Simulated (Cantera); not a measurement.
Charge: 1 mol Si, a varied amount of NF3, equilibrated at 1198 K and 1.00 bar.

Method: chemical equilibrium by Gibbs-energy minimisation in Cantera with the NASA 1993 tables (ideal gas, pure condensed phases). Candidate condensed phases: Si, Si3N4; 16 gas species. The tables' values for SiF3 are old estimates; treat these amounts as uncertain. The numbers say what is thermodynamically allowed, not how fast it happens.

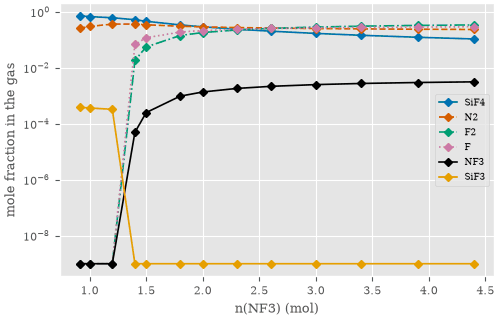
*Equilibrium gas composition (values under 1e-9 drawn at 1e-9)*

Task: Read off the mole fractions at 1.4 mol NF3.

Result: SiF4 about 0.54, N2 about 0.38, F about 0.070, F2 about 0.019, NF3 about 5.0e-5.
